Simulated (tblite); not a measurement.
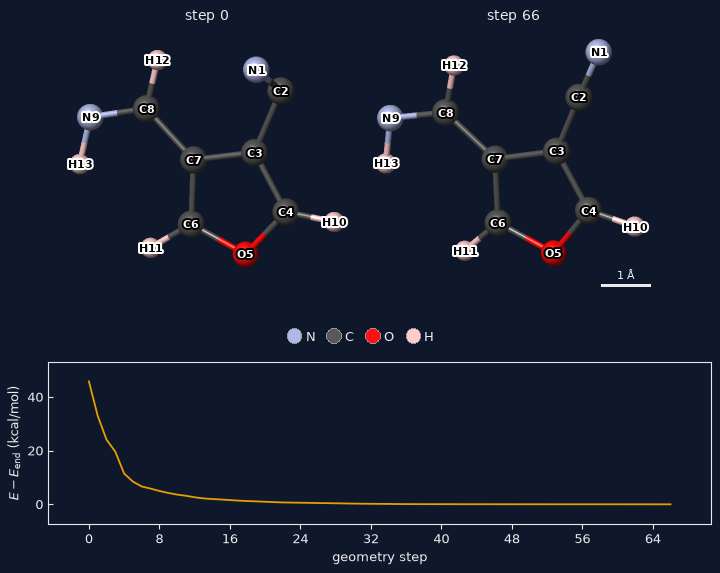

First and last geometry of a relaxation of C$_{6}$H$_{4}$N$_{2}$O (charge −1, multiplicity 2), with the history of the run. Style: ball-and-stick. Shown at a tilt.

Level of theory: GFN2-xTB geometry optimisation, gas phase in tblite 0.8.0. 

### What do the curves and the structures tell?

It converged. The energy falls by 45.8 kcal/mol in 66 geometry steps. N1 moves most after the best rigid fit: 0.87 Å. Largest moves by element: N 0.87 Å, C 0.36 Å, H 0.26 Å, O 0.08 Å. Near-neighbour distances that change, for instance: N1–C2 1.298 → 1.167 Å, C2–C3 1.486 → 1.375 Å, C3–C7 1.396 → 1.473 Å, C7–C8 1.439 → 1.406 Å. Among the angles between lasting bonds that change: N1–C2–C3 117.7° → 178.8°, O5–C4–H10 127.1° → 117.5°, O5–C6–H11 124.0° → 116.5°. Cost: 0.67 s on 1 thread of Intel(R) Xeon(R) Platinum 8259CL CPU @ 2.50GHz (shared host).
